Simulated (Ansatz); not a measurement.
AlNH$_{3}$F: several calculations on one system

### Relaxation

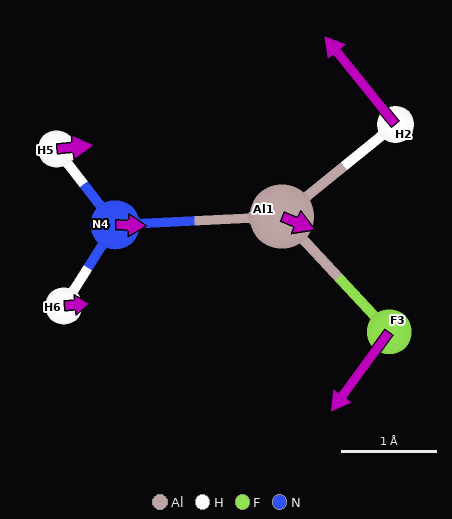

A relaxation of AlNH3F. The starting structure is drawn; purple arrows show the displacements, 3 times their true length. The two geometries are superimposed by the best rigid fit.

A ball-and-stick model, seen face on.

The run prepares an end point of a later path (reaction) calculation, from a guessed geometry.

Level of theory: RKS B3LYP/def2-mTZVP (Ansatz 0.2.0).

Input
```yaml
crystal:
  periodic: [false, false, false]
  atoms:
    - { symbol: Al, position_ang: [0.055442, -0.044468, 0.136429] }
    - { symbol: H, position_ang: [0.629892, -0.430621, 1.510731] }
    - { symbol: F, position_ang: [1.60178, 0.42407, -0.250902] }
    - { symbol: "N", position_ang: [-1.419137, 0.00551, -0.821726] }
    - { symbol: H, position_ang: [-2.326806, -0.305301, -0.503996] }
    - { symbol: H, position_ang: [-1.484171, 0.350811, -1.769637] }
basis:
  gaussian: { orbitals: def2-mTZVP }
hamiltonian:
  xc: b3lyp
relax:
  f_tol: 0.03
  max_steps: 50
```

Launched with:
```bash
ansatz run input.yaml --threads 1 --pin off --max-ram 2048MiB --backend cpu --events-out ev --progress --plain --runs-dir out
```

### What happened in the run?

Over 5 geometry steps the energy falls by 14.3 kcal/mol. The largest force component goes from 1.4 to 0.015 eV/Å. H2 moves most after the best rigid fit: 0.41 Å. By element the largest moves are H 0.41 Å, F 0.36 Å, Al 0.13 Å, N 0.11 Å. Near-neighbour distances that change, for instance: Al1–H2 1.539 → 1.567 Å, Al1–N4 1.759 → 1.764 Å. Among the angles between lasting bonds that change: H2–Al1–F3 86.1° → 119.7°, H2–Al1–N4 143.8° → 122.8°, F3–Al1–N4 130.2° → 117.5°.

### Relaxation

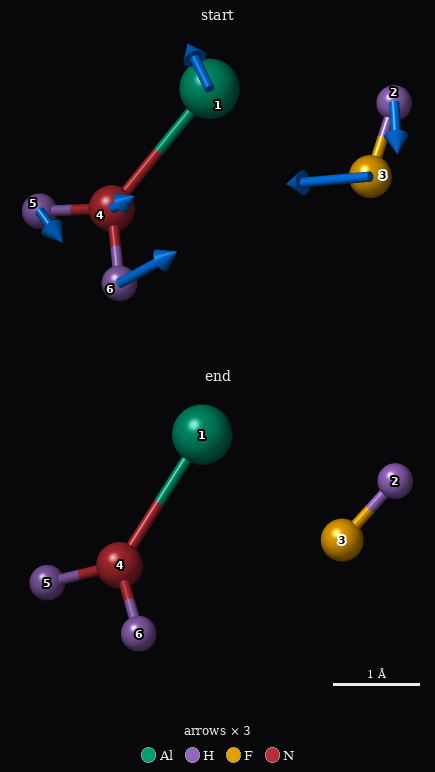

The structure of AlNH₃F before (top) and after (bottom) a relaxation, at one scale. The blue arrows give the displacements, 3 times their true length.

A ball-and-stick model, seen at a tilt.

The run prepares an end point of a later path (reaction) calculation, from a guessed geometry.

All numbers below come from RKS B3LYP/def2-mTZVP (Ansatz).

The input:
```yaml
crystal:
  periodic: [false, false, false]
  atoms:
    - { symbol: Al, position_ang: [-0.936282, -0.575751, 0.649359] }
    - { symbol: H, position_ang: [1.71778, 0.006437, 1.137481] }
    - { symbol: F, position_ang: [1.753773, 0.427782, 0.307846] }
    - { symbol: "N", position_ang: [-1.668547, -0.05901, -0.919341] }
    - { symbol: H, position_ang: [-2.61916, -0.254924, -1.220495] }
    - { symbol: H, position_ang: [-1.190563, 0.455467, -1.65395] }
basis:
  gaussian: { orbitals: def2-mTZVP }
hamiltonian:
  xc: b3lyp
relax:
  f_tol: 0.03
  max_steps: 50
```

Command:
```bash
ansatz run input.yaml --threads 1 --pin off --max-ram 2048MiB --backend cpu --events-out ev --progress --plain --runs-dir out
```

### Describe what moved and what it gained.

The atom that moves furthest after the best rigid fit is F3 (0.41 Å). By element the largest moves are F 0.41 Å, H 0.29 Å, Al 0.24 Å, N 0.11 Å. Among the contacts that change: Al1–F3 2.891 → 2.758 Å. Over 12 accepted moves (16 points after the start) the energy falls by 0.013 eV. Largest force component: 0.28 eV/Å at the start, 0.013 eV/Å at the end. The line search rejected the trial steps at points 1, 4, 7, 9 of the run. The run took 29 s on 1 thread of Intel(R) Xeon(R) Platinum 8488C (Sapphire Rapids), on a shared host, peak memory 0.15 GiB.

Limits of the set-up: the start holds two separate molecules, 2.8 Å apart at their closest, whose relative position is a soft coordinate and is computed without a dispersion correction.

### Path

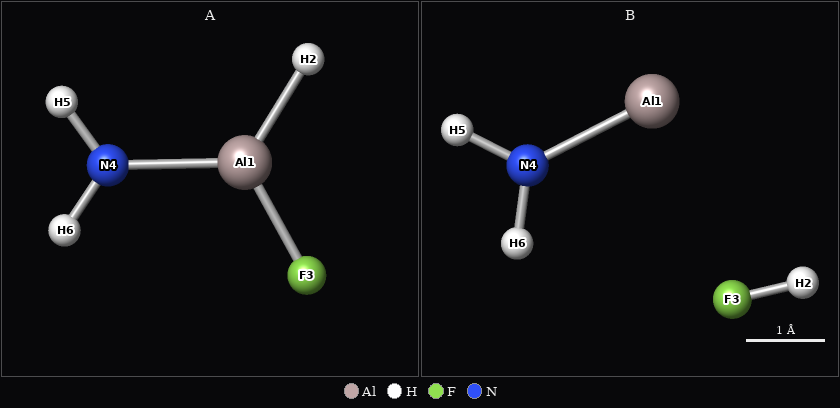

The two relaxed end points of a path for AlNH3F. A ball-and-stick model, seen face on.

Level of theory: RKS B3LYP/def2-mTZVP (Ansatz 0.2.0).

Run with 7 movable images; climbing image; force threshold 0.03 eV/Å; iteration limit 60.

Start:
```xyz
6

Al    0.1827   -0.0239    0.1591
H     0.2611   -0.5517    1.6320
F     1.5560    0.5371   -0.5882
N    -1.3194    0.0064   -0.7661
H    -2.2142   -0.3156   -0.4225
H    -1.4091    0.3478   -1.7135
```

End:
```xyz
6

Al   -1.0802   -0.5461    0.8730
H     1.8937    0.0819    0.8165
F     1.4151    0.2836    0.0402
N    -1.6111   -0.0506   -0.7832
H    -2.5573   -0.1058   -1.1468
H    -1.0031    0.3370   -1.4987
```

Q: Predict the minimum-energy path and its barrier.

A: The energy climbs by 330.3 kJ/mol to image 4 and then falls by 61.5 kJ/mol, so the end point sits at +268.9 kJ/mol. Breaking: Al1–F3 (1.66 → 1.93 at the top → 2.76 Å), Al1–H2 (1.57 → 1.75 at the top → 3.04 Å). Forming: H2–F3 (2.79 → 1.21 at the top → 0.93 Å). The band converged in 28 iterations. The largest component of the band force went from 5.3 to 0.025 eV/Å. The climbing image converged on the top of the path. Its vibrational analysis gives one imaginary mode (1277i cm⁻¹), as a transition state must have.

Energies of the converged images:

| image | path (Å) | E (kJ/mol) |
| --- | --- | --- |
| 0 | 0.00 | 0.0 |
| 1 | 0.46 | 12.8 |
| 2 | 0.93 | 73.3 |
| 3 | 1.39 | 211.4 |
| 4 | 1.86 | 330.3 |
| 5 | 2.20 | 293.6 |
| 6 | 2.53 | 275.1 |
| 7 | 2.87 | 269.8 |
| 8 | 3.21 | 268.9 |

The geometry at the top of the path:

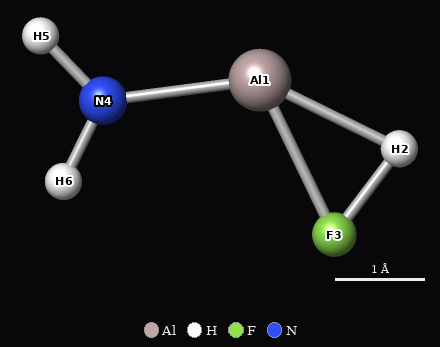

Cost: 4.2 min on 1 thread of Intel(R) Xeon(R) Platinum 8488C (Sapphire Rapids), on a shared host, peak memory 0.14 GiB.
